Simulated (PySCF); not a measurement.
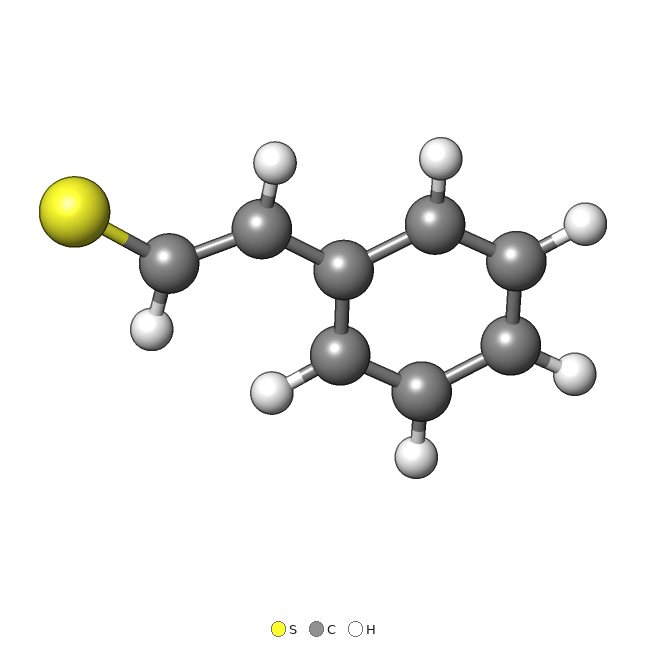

Every bond is drawn as one stick, whatever its order.

The species has charge −1 and is a spin singlet. The geometry was computed by an optimisation with GFN2-xTB. No frequency run is at hand to confirm it as a minimum.

Description:

Formula C8H7S(-). As SMILES it reads `[S-]/C=C/c1ccccc1`. Independent rings (smallest set): 1 of 6 members, 1 of them aromatic. Among its groups: alkene. The point group is Cs. All atoms lie on one plane. Coordination: 8 C trigonal planar.

More results for the same structure follow; atom numbers are the same in all pictures, views and colours differ.

Geometry

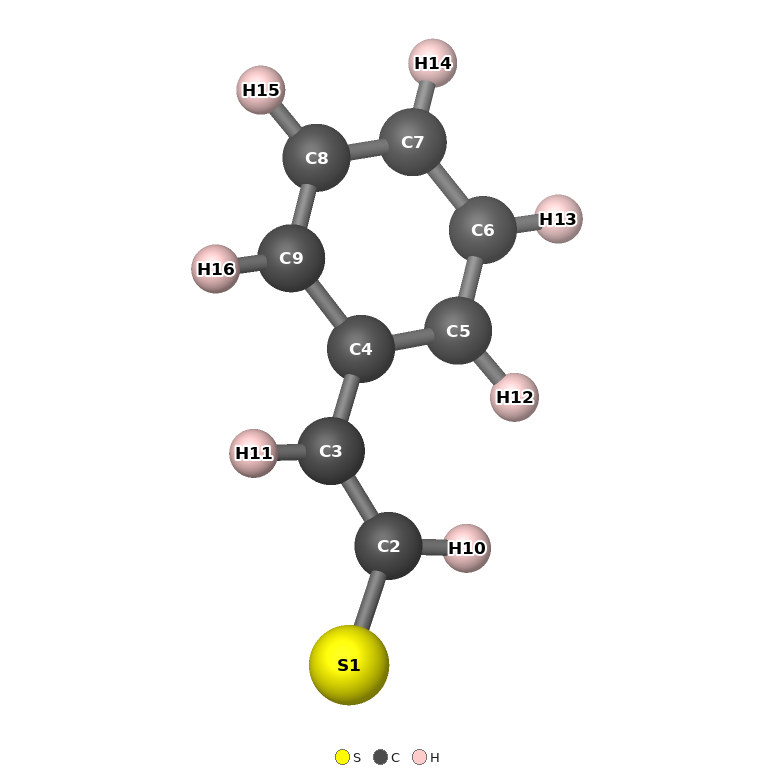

Numbered structure. No frequency run is at hand to confirm it as a minimum.

Give the bond lengths.

```tsv
bond	length (Å)	order
S1–C2	1.685	single
C2–C3	1.363	double
C2–H10	1.089	single
C3–C4	1.423	delocalised
C3–H11	1.085	single
C4–C5	1.410	aromatic
C4–C9	1.411	aromatic
C5–C6	1.376	aromatic
C5–H12	1.081	single
C6–C7	1.389	aromatic
C6–H13	1.085	single
C7–C8	1.389	aromatic
C7–H14	1.083	single
C8–C9	1.375	aromatic
C8–H15	1.085	single
C9–H16	1.083	single
```

Electronic properties

No frequency run is at hand to confirm it as a minimum. Level of theory: PBE0/def2-SVPD, gas phase (PySCF 2.14.0).

**Give the HOMO energy (Kohn–Sham orbital) at this level.**

−0.76 eV.

**Give the mean static polarisability at this level.**

162.8 bohr³.

NMR shielding

The questions are on isotropic NMR shieldings of the H atoms. No frequency run is at hand to confirm it as a minimum. Level of theory: GIAO PBE0/pcSseg-1 NMR shielding, non-relativistic, gas phase (PySCF 2.14.0).

Give the isotropic NMR shieldings of the H atoms atom by atom.

| atom | σ (ppm) |
| --- | --- |
| H10 | 22.37 |
| H11 | 25.50 |
| H12 | 24.31 |
| H13 | 25.06 |
| H14 | 25.84 |
| H15 | 25.04 |
| H16 | 25.44 |

Quadrupole coupling

No frequency run is at hand to confirm it as a minimum. Electric field gradients from the ground-state density, PBE0/pcSseg-1 (PySCF 2.14.0), non-relativistic apart from any core potentials.

Give the largest field-gradient component, the quadrupole coupling constant and the asymmetry for 33S at S1 (Q = −67.81 mb), 2H at H10 (Q = 2.86 mb), 2H at H11 (Q = 2.86 mb).

```csv
atom,V_zz (a.u.),e²qQ/h (MHz),η
S1,−2.045,32.6,0.94
H10,0.321,0.216,0.03
H11,0.325,0.219,0.11
```
